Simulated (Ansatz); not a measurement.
CH6BF: several calculations on one system

Part 1: Relaxation

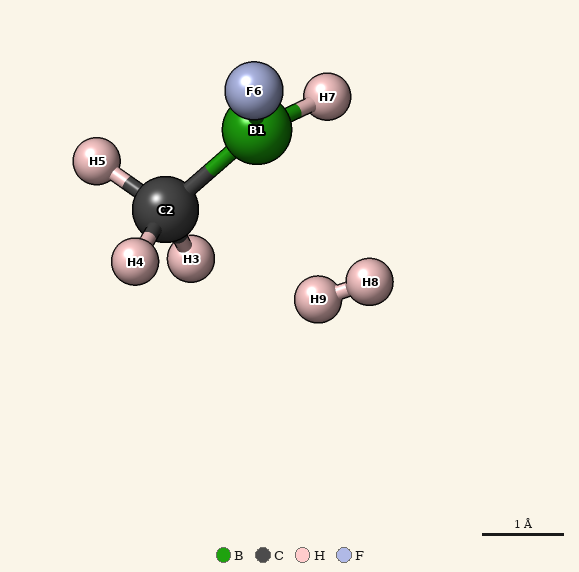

CH6BF, before the relaxation. A ball-and-stick model, seen at a tilt.

The run prepares an end point of a later path (reaction) calculation, from a guessed geometry.

Method: RKS B3LYP/def2-TZVP in Ansatz 0.2.0.

Input file:
```yaml
crystal:
  periodic: [false, false, false]
  atoms:
    - { symbol: B, position_ang: [0.018738, 0.170664, 0.271647] }
    - { symbol: C, position_ang: [0.038905, 0.216643, 1.853969] }
    - { symbol: H, position_ang: [-0.902644, -0.112488, 2.294405] }
    - { symbol: H, position_ang: [0.86515, -0.354316, 2.28573] }
    - { symbol: H, position_ang: [0.184968, 1.259305, 2.166909] }
    - { symbol: F, position_ang: [1.166409, 0.109822, -0.402596] }
    - { symbol: H, position_ang: [-0.979771, 0.262889, -0.378252] }
    - { symbol: H, position_ang: [-0.359569, -2.192558, 0.371588] }
    - { symbol: H, position_ang: [-0.269886, -1.931962, 1.024499] }
basis:
  gaussian: { orbitals: def2-TZVP }
hamiltonian:
  xc: b3lyp
relax:
  f_tol: 0.03
  max_steps: 50
output:
  orbitals: {}
```

Run as
```bash
ansatz run input.yaml --threads 4 --pin off --max-ram 5120MiB --backend cpu --events-out ev --progress --plain --runs-dir out
```

**Where does the relaxation end?**

The largest move after the best rigid fit is that of H9, 2.86 Å. Largest moves by element: H 2.86 Å, C 0.80 Å, B 0.76 Å, F 0.52 Å. Among the contacts that change: H8–H9 0.709 → 0.744 Å, B1–C2 1.583 → 1.556 Å, C2–H3 1.090 → 1.097 Å. Bond angles that change, for instance: B1–C2–H3 112.6° → 109.2°, H4–C2–H5 106.4° → 109.2°, B1–C2–H5 108.3° → 110.5°. Groups turn about B1–C2 by about 40°. After 22 accepted moves (24 points after the start) the energy has fallen by 4.61 kcal/mol. The largest force component goes from 1.3 to 0.017 eV/Å. The line search rejected the trial steps at points 6, 17 of the run. Cost: 26 s on 4 threads of Arm Neoverse V1, on a shared host, peak memory 0.21 GiB.

Final geometry:

```xyz
9

B     0.2320    0.8754    0.4463
C     0.2463    0.9794    1.9984
H    -0.4170    0.2124    2.4168
H     1.2362    0.8599    2.4410
H    -0.1794    1.9348    2.3228
F     1.3422    0.5675   -0.2212
H    -0.7467    1.0519   -0.2202
H    -0.9140   -4.4145   -0.1976
H    -1.0374   -4.6388    0.5015
```

The end point in the same view:

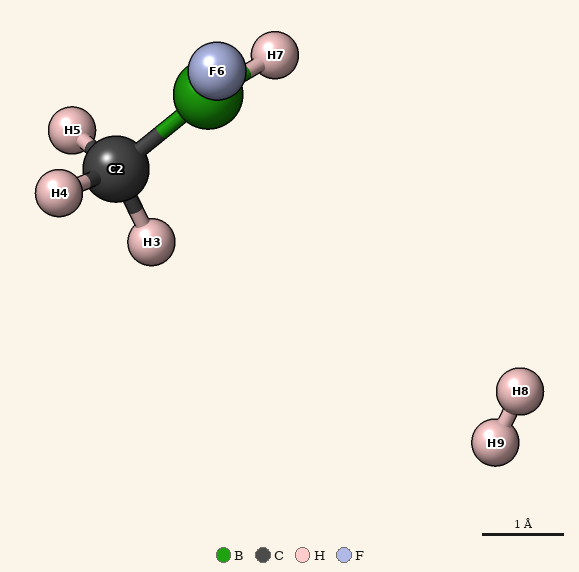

Limits of the set-up: the start holds two separate molecules, 2.3 Å apart at their closest, whose relative position is a soft coordinate and is computed without a dispersion correction.

Part 2: Relaxation

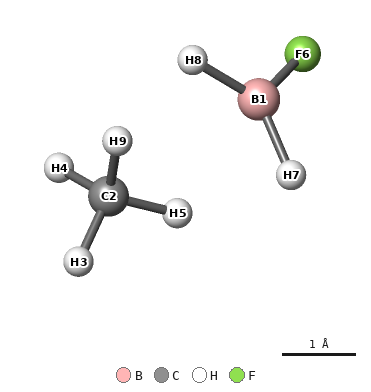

This is the input geometry for a relaxation of CH6BF. A ball-and-stick model, seen from a free direction.

The run prepares an end point of a later path (reaction) calculation, from a guessed geometry.

Theory: RKS B3LYP/def2-TZVP in Ansatz 0.2.0.

Input file:
```yaml
crystal:
  periodic: [false, false, false]
  atoms:
    - { symbol: B, position_ang: [-0.048811, -0.374717, -0.49285] }
    - { symbol: C, position_ang: [-0.044335, -0.221754, 2.311765] }
    - { symbol: H, position_ang: [-0.997194, -0.177837, 2.839148] }
    - { symbol: H, position_ang: [0.74845, -0.504373, 3.003632] }
    - { symbol: H, position_ang: [0.182619, 0.756865, 1.891904] }
    - { symbol: F, position_ang: [1.131165, 0.144092, -0.797283] }
    - { symbol: H, position_ang: [-1.002879, 0.337426, -0.532554] }
    - { symbol: H, position_ang: [-0.104055, -1.540694, -0.261949] }
    - { symbol: H, position_ang: [-0.10266, -0.991008, 1.526087] }
basis:
  gaussian: { orbitals: def2-TZVP }
hamiltonian:
  xc: b3lyp
relax:
  f_tol: 0.03
  max_steps: 50
```

Run as
```bash
ansatz run input.yaml --threads 4 --pin off --max-ram 5120MiB --backend cpu --events-out ev --progress --plain --runs-dir out
```

**Predict the outcome.**

The atom that moves furthest after the best rigid fit is H8 (0.69 Å). By element the largest moves are H 0.69 Å, B 0.55 Å, F 0.46 Å, C 0.43 Å. Among the contacts that change: C2–H9 1.101 → 1.090 Å. After 7 geometry steps the energy has fallen by 3.50 kcal/mol. The largest force component goes from 0.5 to 0.027 eV/Å.

Final geometry:

```xyz
9

B    -0.0517   -0.3694   -1.0441
C    -0.0445   -0.2366    2.7390
H    -1.0017   -0.0464    3.2236
H     0.7272   -0.3685    3.4967
H     0.2153    0.6118    2.1056
F     1.1249    0.1973   -1.2501
H    -1.0068    0.3416   -0.9694
H    -0.0842   -1.5594   -0.9503
H    -0.1162   -1.1424    2.1370
```

After the run, drawn alike:

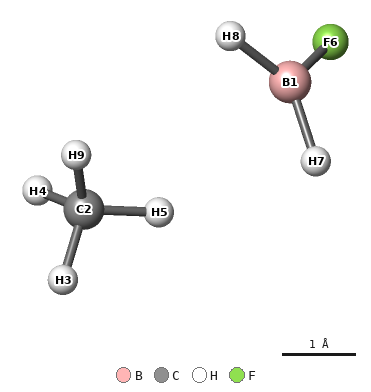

Part 3: Path

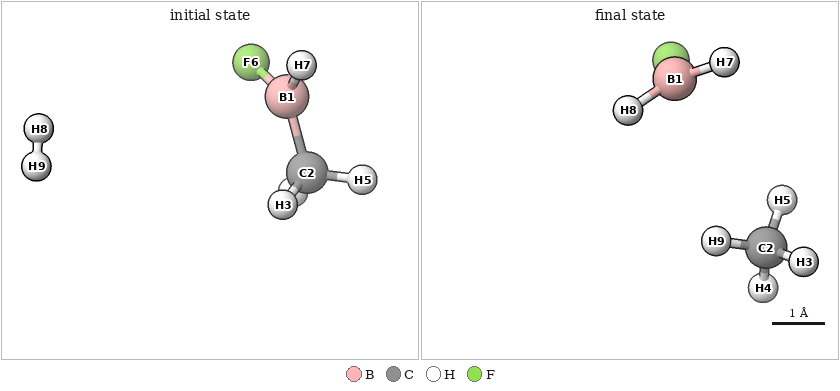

The two relaxed end points of a path for CH₆BF, made up at the start of CH$_{4}$BF and H₂. A ball-and-stick model, seen from a free direction.

All numbers below come from Ansatz 0.2.0, RKS B3LYP/def2-TZVP.

Set-up: 5 movable images; climbing image; force threshold 0.05 eV/Å; iteration limit 60.

Start:
```xyz
9

B     0.2250    0.8738    0.4402
C     0.2422    0.9852    1.9918
H    -0.4165    0.2169    2.4153
H     1.2336    0.8726    2.4329
H    -0.1875    1.9401    2.3126
F     1.3354    0.5680   -0.2282
H    -0.7559    1.0423   -0.2250
H    -0.8965   -4.4247   -0.1760
H    -1.0173   -4.6462    0.5243
```

End:
```xyz
9

B    -0.1376   -0.5610   -1.0248
C     0.0239   -0.0814    2.7266
H    -0.9068    0.1862    3.2260
H     0.8205   -0.1702    3.4645
H     0.2852    0.6956    2.0078
F     1.0472   -0.0573   -1.3257
H    -1.0659    0.1871   -0.9818
H    -0.2040   -1.7354   -0.8194
H    -0.1002   -1.0355    2.2146
```

**What barrier does the band find between them, and by what path?**

Forward barrier 34.2 kcal/mol, backward barrier 37.8 kcal/mol, with image 4 at the top; the reaction energy is −3.6 kcal/mol. Breaking: B1–C2 (1.56 → 1.78 at the top → 3.79 Å), H8–H9 (0.74 → 1.08 at the top → 3.12 Å). Forming: B1–H8 (5.45 → 1.30 at the top → 1.19 Å), C2–H9 (5.95 → 1.46 at the top → 1.09 Å). The band is converged. At the top, the vibrational analysis gives one imaginary mode (1252i cm⁻¹), as a transition state must have.

Energies of the converged images:

| image | path (Å) | E (kcal/mol) |
| --- | --- | --- |
| 0 | 0.00 | 0.0 |
| 1 | 1.41 | 0.0 |
| 2 | 2.83 | 0.1 |
| 3 | 4.24 | 2.2 |
| 4 | 5.65 | 34.2 |
| 5 | 7.07 | -1.6 |
| 6 | 8.49 | -3.6 |

The geometry at the top of the path:

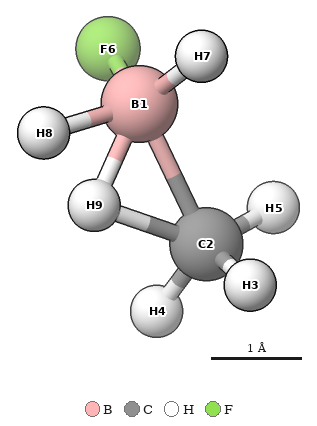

Limits of the set-up: the start holds two separate molecules, 5.3 Å apart at their closest, whose relative position is a soft coordinate and is computed without a dispersion correction.

Cost: 100 s on 4 threads of Arm Neoverse V1, with other jobs on the host, peak memory 0.21 GiB.
